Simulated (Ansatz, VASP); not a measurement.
# CdTe in two plane-wave programs, part 2 of 2

One calculation is typed for both programs; each brings its own data sets. How far apart do they land?  Valence electrons are named where the data sets of a main pair hold unlike numbers.

VASP 6.6.1 and Ansatz 0.2.0.

So far. Step 2 (Ansatz: single point, r2SCAN): The run ends at a pressure of 1.62 GPa. Step 3 (VASP: single point, r2SCAN): The run ends at a pressure of 1.41 GPa.

**6. VASP: band structure, r2SCAN**

Level of this step: r2SCAN; plane waves and PAW (Cd, Te) (VASP).

The same cell, functional, mesh and smearing now go to VASP, with its own data sets.

Input file INCAR:

```
SYSTEM = CdTe
PREC = Accurate
ENCUT = 400
EDIFF = 1E-06
NELM = 100
ISMEAR = -1
SIGMA = 0.05
LREAL = .FALSE.
ALGO = Normal
METAGGA = R2SCAN
LASPH = .TRUE.
NBANDS = 21
LORBIT = 11
LWAVE = .FALSE.
LCHARG = .FALSE.
KPAR = 2
```

Input file POSCAR:

```
CdTe
1.0
    0.0000000000      3.2400000000      3.2400000000
    3.2400000000      0.0000000000      3.2400000000
    3.2400000000      3.2400000000      0.0000000000
Cd Te
1 1
Direct
    0.0000000000      0.0000000000      0.0000000000
    0.2500000000      0.2500000000      0.2500000000
```

Input file KPOINTS:

```
Automatic mesh
0
Gamma
6 6 6
0 0 0
```

Input file KPOINTS_OPT:

```
Line mode
16
Line-mode
Reciprocal
  0.00000000   0.00000000   0.00000000 GAMMA
  0.50000000   0.00000000   0.50000000 X

  0.50000000   0.00000000   0.50000000 X
  0.50000000   0.25000000   0.75000000 W

  0.50000000   0.25000000   0.75000000 W
  0.37500000   0.37500000   0.75000000 K

  0.37500000   0.37500000   0.75000000 K
  0.00000000   0.00000000   0.00000000 GAMMA

  0.00000000   0.00000000   0.00000000 GAMMA
  0.50000000   0.50000000   0.50000000 L

  0.50000000   0.50000000   0.50000000 L
  0.62500000   0.25000000   0.62500000 U

  0.62500000   0.25000000   0.62500000 U
  0.50000000   0.25000000   0.75000000 W

  0.50000000   0.25000000   0.75000000 W
  0.50000000   0.50000000   0.50000000 L

  0.50000000   0.50000000   0.50000000 L
  0.37500000   0.37500000   0.75000000 K

  0.62500000   0.25000000   0.62500000 U
  0.50000000   0.00000000   0.50000000 X
```

PAW data sets: Cd and Te (PBE family, release 64).

Launch:

```bash
> mpirun -np 2 vasp_std
```

Numbers of over 12 decimals in the logs are rounded to 6 here.

Output:

```text
[banner, memory and clock lines left out]
running    2 mpi-ranks, on    1 nodes
[...]
[... a notice as in an earlier step ...]

 LDA part: xc-table for (None), standard interpolation
 POSCAR, INCAR and KPOINTS ok, starting setup
[...]
entering main loop
       N       E                     dE             d eps       ncg     rms          rms(c)
DAV:   1     0.476941072996E+02    0.47694E+02   -0.70947E+03   704   0.618E+02
DAV:   2    -0.476600783854E+02   -0.95354E+02   -0.89688E+02   770   0.183E+02
DAV:   3    -0.511671240440E+02   -0.35070E+01   -0.34923E+01   792   0.362E+01
DAV:   4    -0.511936317680E+02   -0.26508E-01   -0.26505E-01   823   0.295E+00
[...]
DAV:  12    -0.466255071838E+02   -0.40898E-05   -0.23540E-05   775   0.472E-02    0.267E-02
DAV:  13    -0.466255087621E+02   -0.15782E-05   -0.81603E-06   697   0.156E-02    0.846E-03
DAV:  14    -0.466255086402E+02    0.12189E-06   -0.33000E-07   476   0.355E-03
   1 F= -.46625509E+02 E0= -.46625509E+02  d E =-.681088E-07
 Start KPOINTS_OPT (optional k-point list driver)
k-point batch [1-16\160]
       N       E                     dE             ncg
DAV:   1     0.356429482727E+03   -0.36516E+04      696
DAV:   2    -0.117562099247E+04   -0.15321E+04      757
DAV:   3    -0.123362822889E+04   -0.58007E+02      815
DAV:   4    -0.123405114356E+04   -0.42291E+00      851
DAV:   5    -0.123405546636E+04   -0.43228E-02      834
DAV:   6    -0.123405557451E+04   -0.10815E-03      785
DAV:   7    -0.123405557790E+04   -0.33918E-05      749
DAV:   8    -0.123405557801E+04   -0.10500E-06      578
[...]
k-point batch [145-160\160]
       N       E                     dE             ncg
DAV:   1     0.177884704582E+03   -0.80538E+04      704
DAV:   2    -0.127659259278E+04   -0.14545E+04      797
DAV:   3    -0.132826180883E+04   -0.51669E+02      843
DAV:   4    -0.132867498211E+04   -0.41317E+00      902
DAV:   5    -0.132867716524E+04   -0.21831E-02      811
DAV:   6    -0.132867721711E+04   -0.51864E-04      845
DAV:   7    -0.132867721869E+04   -0.15779E-05      707
DAV:   8    -0.132867721874E+04   -0.56479E-07      600
```

Parts of OUTCAR (step 6):

```text
  Total        0.5845317      0.5845317      0.5845317      0.0000000      0.0000000      0.0000000
  in kB       13.7674544     13.7674544     13.7674544      0.0000000      0.0000000      0.0000000
  external PRESSURE =      13.7674544 kB  Pullay stress =       0.0000000 kB

 POSITION                                       TOTAL-FORCE (eV/Angst)
 -----------------------------------------------------------------------------------
      0.00000      0.00000      0.00000        -0.000000     -0.000000     -0.000000
      1.62000      1.62000      1.62000         0.000000      0.000000      0.000000
 -----------------------------------------------------------------------------------
    total drift:                               -0.000006     -0.000006     -0.000006

  FREE ENERGIE OF THE ION-ELECTRON SYSTEM (eV)
  ---------------------------------------------------
  free  energy   TOTEN  =       -46.6255086402 eV

  energy  without entropy=      -46.6255085721  energy(sigma->0) =      -46.62550861

[... 1 part as in an earlier step ...]

[... 2 further parts left out ...]
[key lines of the parts left out:]
E-fermi :   2.7726
```

Spin-orbit coupling is off here; with elements this heavy it splits and shifts levels by tenths of an eV or more.

**7. Differences**

What differs besides the data sets and the points named for the pairs above, as far as they apply: the data sets hold 36 valence electrons in Ansatz (on its default PAW (the set named soft_2) files) and 18 in VASP. Total energies have different zeros and are not compared.

The two programs side by side:

| quantity | Ansatz | VASP | difference |
| --- | --- | --- | --- |
| pressure (GPa) | 1.58 | 1.38 | +0.20 |
| gap over the path points (eV) | 1.280 | 1.272 | +0.008 |

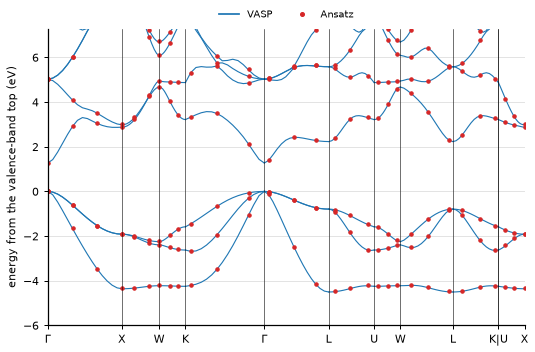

Bands from VASP (lines) and levels from Ansatz (dots). Dots without a line are higher empty bands that the VASP plot leaves out.

Levels at points of the path, from each program's valence-band top (eV; 4 filled, then empty):

| k (reciprocal lattice) | Ansatz | VASP |
| --- | --- | --- |
| 0.000 0.000 0.000 | -8.31 0.00 0.00 0.00 1.28 5.05 5.05 | -8.28 0.00 0.00 0.00 1.27 5.03 5.03 |
| 0.167 0.000 0.167 | -8.31 -1.66 -0.61 -0.61 2.91 4.11 6.03 | -8.27 -1.67 -0.62 -0.62 2.91 4.09 6.01 |
| 0.333 0.000 0.333 | -8.10 -3.47 -1.53 -1.53 3.06 3.51 7.88 | -8.07 -3.48 -1.53 -1.53 3.04 3.50 7.88 |
| 0.500 0.000 0.500 | -7.78 -4.34 -1.91 -1.91 2.89 3.00 9.44 | -7.75 -4.36 -1.92 -1.92 2.88 2.98 9.47 |
| 0.500 0.083 0.583 | -7.76 -4.31 -2.03 -2.00 3.22 3.31 8.67 | -7.73 -4.33 -2.04 -2.01 3.21 3.30 8.66 |
| 0.500 0.183 0.683 | -7.71 -4.23 -2.30 -2.19 4.26 4.31 6.91 | -7.68 -4.25 -2.32 -2.20 4.25 4.30 6.90 |
| 0.500 0.250 0.750 | -7.70 -4.21 -2.38 -2.24 4.68 4.95 6.10 | -7.67 -4.22 -2.39 -2.25 4.67 4.94 6.09 |
| 0.450 0.300 0.750 | -7.71 -4.21 -2.50 -1.97 4.06 4.90 6.63 | -7.68 -4.23 -2.52 -1.98 4.05 4.90 6.62 |
| 0.408 0.342 0.750 | -7.73 -4.23 -2.59 -1.67 3.42 4.88 7.43 | -7.70 -4.25 -2.60 -1.68 3.40 4.88 7.42 |
| 0.350 0.350 0.700 | -7.75 -4.20 -2.67 -1.44 3.34 5.32 7.60 | -7.72 -4.21 -2.69 -1.45 3.33 5.32 7.58 |

Among the levels compared at these points, filled levels agree within 38 meV and empty ones within 27 meV.

**8. Further runs**

Further runs change the set-up of one program: Ansatz's method, potentials or start, or VASP's data sets, cutoff or form of LDA. The table gives Ansatz less VASP for each quantity, since a change that brings one quantity closer may part another.

| run | pressure (GPa) | gap over the path points (eV) |
| --- | --- | --- |
| as above | 0.20 | 0.0078 |
| Ansatz's all-electron LAPW method | 0.20 | 0.015 |

**9. VASP: band structure, r2SCAN, spin-orbit coupling**

The same path points are solved in both programs, so levels can be compared one by one.

Edit INCAR of step 6 so:

```diff
@@ -11,3 +11,7 @@
 LASPH = .TRUE.
-NBANDS = 21
+LNONCOLLINEAR = .TRUE.
+MAGMOM = 0 0 0 0 0 0
+NBANDS = 30
+GGA_COMPAT = .FALSE.
+LSORBIT = .TRUE.
 LORBIT = 11
```

POSCAR is that of step 6.

KPOINTS is that of step 6.

KPOINTS_OPT is that of step 6.

Launch:

```bash
> mpirun -np 2 vasp_ncl
```

Output:

```text
[... set-up lines as in an earlier step ...]
 entering main loop
       N       E                     dE             d eps       ncg     rms          rms(c)
DAV:   1     0.510286290586E+02    0.51029E+02   -0.71185E+03  1368   0.867E+02
DAV:   2    -0.468695337660E+02   -0.97898E+02   -0.94400E+02  1478   0.242E+02
DAV:   3    -0.512723655298E+02   -0.44028E+01   -0.43791E+01  1554   0.524E+01
DAV:   4    -0.513181264878E+02   -0.45761E-01   -0.45752E-01  1606   0.483E+00
[...]
DAV:  14    -0.467429630842E+02   -0.38616E-05   -0.99376E-06  1398   0.353E-02    0.174E-02
DAV:  15    -0.467429616300E+02    0.14542E-05   -0.34354E-06  1518   0.266E-02    0.626E-03
DAV:  16    -0.467429616580E+02   -0.28020E-07   -0.13732E-07   804   0.262E-03
   1 F= -.46742962E+02 E0= -.46742961E+02  d E =-.629796E-06  mag=    -0.0000     0.0000    -0.0000
 Start KPOINTS_OPT (optional k-point list driver)
k-point batch [1-22\160]
       N       E                     dE             ncg
DAV:   1     0.552660082439E+03   -0.57229E+04     1344
DAV:   2    -0.163741927165E+04   -0.21901E+04     1458
DAV:   3    -0.173207423176E+04   -0.94655E+02     1604
DAV:   4    -0.173311080573E+04   -0.10366E+01     1702
DAV:   5    -0.173312051891E+04   -0.97132E-02     1588
DAV:   6    -0.173312077906E+04   -0.26015E-03     1708
DAV:   7    -0.173312078408E+04   -0.50250E-05     1484
DAV:   8    -0.173312078423E+04   -0.14287E-06     1112
[...]
k-point batch [155-160\160]
       N       E                     dE             ncg
DAV:   1     0.782819650048E+04   -0.28817E+04      360
DAV:   2     0.724102161123E+04   -0.58717E+03      404
DAV:   3     0.721669366649E+04   -0.24328E+02      480
DAV:   4     0.721646747505E+04   -0.22619E+00      470
DAV:   5     0.721646556889E+04   -0.19062E-02      460
DAV:   6     0.721646552551E+04   -0.43382E-04      470
DAV:   7     0.721646552450E+04   -0.10072E-05      412
DAV:   8     0.721646552448E+04   -0.28035E-07      320
```

OUTCAR, selected parts (step 9):

```text
  Total        0.5975134      0.5975134      0.5975134      0.0000000      0.0000000     -0.0000000
  in kB       14.0732108     14.0732108     14.0732108      0.0000000      0.0000000     -0.0000000
  external PRESSURE =      14.0732108 kB  Pullay stress =       0.0000000 kB

 POSITION                                       TOTAL-FORCE (eV/Angst)
 -----------------------------------------------------------------------------------
      0.00000      0.00000      0.00000         0.000000      0.000000      0.000000
      1.62000      1.62000      1.62000        -0.000000     -0.000000     -0.000000
 -----------------------------------------------------------------------------------
    total drift:                                0.000000      0.000000      0.000000

  FREE ENERGIE OF THE ION-ELECTRON SYSTEM (eV)
  ---------------------------------------------------
  free  energy   TOTEN  =       -46.7429616580 eV

  energy  without entropy=      -46.7429610282  energy(sigma->0) =      -46.74296134

 magnetization (x)
# of ion       s       p       d       tot
------------------------------------------
    1       -0.000   0.000  -0.000  -0.000
    2        0.000   0.000  -0.000   0.000
--------------------------------------------------
tot         -0.000   0.000  -0.000  -0.000

 magnetization (y)
# of ion       s       p       d       tot
------------------------------------------
    1        0.000   0.000  -0.000  -0.000
    2        0.000   0.000  -0.000  -0.000
--------------------------------------------------
tot          0.000   0.000  -0.000  -0.000

 magnetization (z)
# of ion       s       p       d       tot
------------------------------------------
    1        0.000   0.000   0.000   0.000
    2        0.000  -0.000  -0.000  -0.000
--------------------------------------------------
tot          0.000   0.000   0.000   0.000

[... 1 part as in an earlier step ...]

[... 2 further parts left out ...]
[key lines of the parts left out:]
E-fermi :   2.8956
```

The run ends at a pressure of 1.41 GPa.

**10. Ansatz: band structure, r2SCAN, spin-orbit coupling**

The same cell, functional, mesh and smearing now go to Ansatz, which takes its cutoff from its data sets.

Input file input.yaml:

```yaml
crystal:
  lattice:
    - [0.0, 3.24, 3.24]
    - [3.24, 0.0, 3.24]
    - [3.24, 3.24, 0.0]
  atoms:
    - { symbol: Cd, position: [0.0, 0.0, 0.0] }
    - { symbol: Te, position: [0.25, 0.25, 0.25] }
hamiltonian:
  xc: r2scan
  pseudopotentials: { kind: paw_fr }
magnetization:
  noncollinear: true
  spin_orbit: true
kpoints:
  mp_grid: { grid: [6, 6, 6] }
  band_path:
    path:
      - [0.0, 0.0, 0.0]
      - [0.16667, 0.0, 0.16667]
      - [0.33333, 0.0, 0.33333]
      - [0.5, 0.0, 0.5]
      - [0.5, 0.08333, 0.58333]
      - [0.5, 0.18333, 0.68333]
      - [0.5, 0.25, 0.75]
      - [0.45, 0.3, 0.75]
      - [0.40833, 0.34167, 0.75]
      - [0.35, 0.35, 0.7]
      - [0.225, 0.225, 0.45]
      - [0.075, 0.075, 0.15]
      - [0.03333, 0.03333, 0.03333]
      - [0.23333, 0.23333, 0.23333]
      - [0.4, 0.4, 0.4]
      - [0.51667, 0.46667, 0.51667]
      - [0.55833, 0.38333, 0.55833]
      - [0.60833, 0.28333, 0.60833]
      - [0.60833, 0.25, 0.64167]
      - [0.55833, 0.25, 0.69167]
      - [0.51667, 0.25, 0.73333]
      - [0.5, 0.3, 0.7]
      - [0.5, 0.38333, 0.61667]
      - [0.5, 0.48333, 0.51667]
      - [0.475, 0.475, 0.55]
      - [0.425, 0.425, 0.65]
      - [0.38333, 0.38333, 0.73333]
      - [0.59167, 0.18333, 0.59167]
      - [0.55, 0.1, 0.55]
      - [0.5, 0.0, 0.5]
    npoints: 1
scf:
  occupations: { method: fermi_dirac, width: 0.05 }
  n_extra_bands: 14
output:
  forces: true
  stress: true
  eigenvalues: true
```

Launch:

```bash
> ansatz run input.yaml --threads 2 --pin off --max-ram 4608MiB --backend cpu --events-out ev --progress --plain --runs-dir out
```

Output:

```text
[...]
non-collinear run that drives no moment, with spin-orbit: no starting moment large enough to seed its density (crystal.atoms[].spin), no starting occupations that ask for one, no magnetisation constraint and no magnetic field, so the semilocal B_xc is pinned to zero
Crystal: 2 atoms, lattice volume = 68.024 Å³
[...]
k-point 1: bands = [... 32 lower, 6.7515, 6.7515, 7.2395, 7.2570, 9.5234, 9.5234, 12.3342, 12.3342, ... 10 higher]
  k-point 2: bands = [... 32 lower, 6.3323, 6.3323, 6.8414, 6.8573, 9.5811, 9.5811, 12.7879, 12.7879, ... 10 higher]
  k-point 15: bands = [... 32 lower, 4.6729, 5.0190, 5.1360, 5.1539, 11.1455, 11.3308, 11.3316, 11.4158, ... 10 higher]
[key lines of the parts left out:]
SCF converged after 7 iterations
Magnetization: |M| = 0.0000 μB,  M = (+0.0000, +0.0000, +0.0000) μB
Free energy (F): -15244.650585 eV
Fermi energy:    8.013493 eV
P = ⅓ Tr σ = 1.5737 GPa (15.737 kbar)
```

Run time: 48 s. Hardware: 2 threads of Arm Neoverse N1, shared host; peak memory 0.75 GiB; 95 s of CPU time.

**11. Side by side**

What differs besides the data sets and the points named for the pairs above, as far as they apply: spin-orbit coupling enters by fully relativistic files in Ansatz and inside the spheres in VASP; the data sets hold 36 valence electrons in Ansatz (on its fully relativistic PAW (standard-fr) files) and 18 in VASP. Total energies have different zeros and are not compared.

Compared:

| quantity | Ansatz | VASP | difference |
| --- | --- | --- | --- |
| pressure (GPa) | 1.57 | 1.41 | +0.17 |
| gap over the path points (eV) | 1.018 | 1.007 | +0.011 |

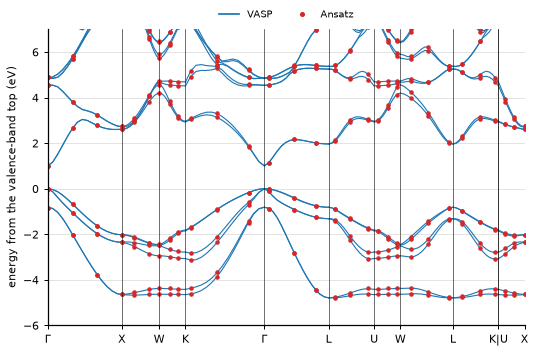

Bands from VASP (lines) and levels from Ansatz (dots). Dots without a line are higher empty bands that the VASP plot leaves out.

Levels at points of the path, from each program's valence-band top (eV; 8 filled, then empty):

| k (reciprocal lattice) | Ansatz | VASP |
| --- | --- | --- |
| 0.000 0.000 0.000 | -8.40 -8.40 -0.84 -0.84 0.00 0.00 0.00 0.00 1.02 1.02 4.55 4.55 4.89 4.89 | -8.36 -8.36 -0.81 -0.81 0.00 0.00 0.00 0.00 1.01 1.01 4.54 4.54 4.86 4.86 |
| 0.167 0.000 0.167 | -8.36 -8.36 -2.01 -2.01 -1.05 -1.05 -0.67 -0.67 2.65 2.65 3.83 3.83 5.71 5.71 | -8.32 -8.32 -2.01 -2.01 -1.05 -1.05 -0.67 -0.67 2.65 2.65 3.81 3.81 5.70 5.70 |
| 0.333 0.000 0.333 | -8.18 -8.18 -3.77 -3.77 -1.98 -1.98 -1.62 -1.62 2.79 2.79 3.24 3.24 7.50 7.50 | -8.15 -8.15 -3.78 -3.78 -1.98 -1.98 -1.63 -1.63 2.77 2.77 3.23 3.23 7.50 7.50 |
| 0.500 0.000 0.500 | -7.92 -7.92 -4.63 -4.63 -2.35 -2.35 -2.01 -2.01 2.62 2.62 2.73 2.73 9.01 9.01 | -7.89 -7.89 -4.65 -4.65 -2.35 -2.35 -2.02 -2.02 2.61 2.61 2.72 2.72 9.05 9.05 |
| 0.500 0.083 0.583 | -7.94 -7.87 -4.66 -4.55 -2.54 -2.37 -2.14 -2.11 2.92 2.97 3.00 3.10 8.24 8.40 | -7.91 -7.84 -4.67 -4.56 -2.54 -2.37 -2.15 -2.12 2.91 2.96 2.99 3.09 8.24 8.40 |
| 0.500 0.183 0.683 | -7.93 -7.80 -4.63 -4.41 -2.86 -2.48 -2.38 -2.37 3.81 4.05 4.06 4.11 6.57 6.68 | -7.90 -7.77 -4.64 -4.42 -2.86 -2.49 -2.39 -2.38 3.82 4.05 4.05 4.10 6.57 6.68 |
| 0.500 0.250 0.750 | -7.93 -7.79 -4.62 -4.36 -2.95 -2.49 -2.47 -2.44 4.18 4.57 4.67 4.73 5.74 5.92 | -7.89 -7.75 -4.63 -4.38 -2.94 -2.50 -2.48 -2.45 4.19 4.56 4.67 4.72 5.73 5.91 |
| 0.450 0.300 0.750 | -7.94 -7.80 -4.63 -4.38 -2.99 -2.66 -2.25 -2.17 3.70 3.85 4.55 4.73 6.30 6.40 | -7.91 -7.77 -4.63 -4.39 -2.99 -2.67 -2.26 -2.17 3.69 3.83 4.55 4.72 6.30 6.39 |
| 0.408 0.342 0.750 | -7.95 -7.82 -4.63 -4.40 -3.05 -2.75 -1.95 -1.90 3.11 3.17 4.52 4.70 7.10 7.17 | -7.92 -7.79 -4.64 -4.41 -3.05 -2.76 -1.96 -1.90 3.10 3.16 4.53 4.70 7.10 7.17 |
| 0.350 0.350 0.700 | -7.98 -7.83 -4.61 -4.35 -3.13 -2.82 -1.72 -1.69 3.04 3.09 4.92 5.17 7.23 7.32 | -7.94 -7.80 -4.62 -4.37 -3.14 -2.83 -1.72 -1.69 3.03 3.08 4.93 5.17 7.22 7.30 |

Among the levels compared at these points, filled levels agree within 36 meV and empty ones within 34 meV. Ansatz's pressure holds a Pulay correction of 0.04 GPa; VASP's holds none.

**12. What came out**

- difference in gap on the k mesh (single point, r2SCAN): 0.0077 eV
- largest difference of a filled level at the path points (band structure, r2SCAN): 38 meV
- largest difference of a filled level at the path points (band structure, r2SCAN, spin-orbit coupling): 36 meV

**Reading.** The largest difference of a filled level at the path points is 38 meV (band structure, r2SCAN), within the 80 meV picked in this series as the mark of a large difference. The data sets hold unlike numbers of valence electrons (36 in Ansatz and 18 in VASP), so part of the differences comes from the potentials. Band structure, r2SCAN, Ansatz's all-electron LAPW method: the difference in gap over the path points goes from 0.0078 to 0.015 eV. 1 further run of this series is not shown here. How closely two codes agree says nothing of how well the functional describes the real material.

[Lines on the potential files, build, host, timing and source positions are cut from VASP's logs without a mark.]

[Logs are printed without paths, hosts, clocks, repeated set-up lines and the standing remarks that a program may print on its own settings, such as how far it seeks lower states.]

[Hosts, paths, dates, database ids (printed as entryN), source tags and the programs' standing remarks are cut or masked in the printed files.]
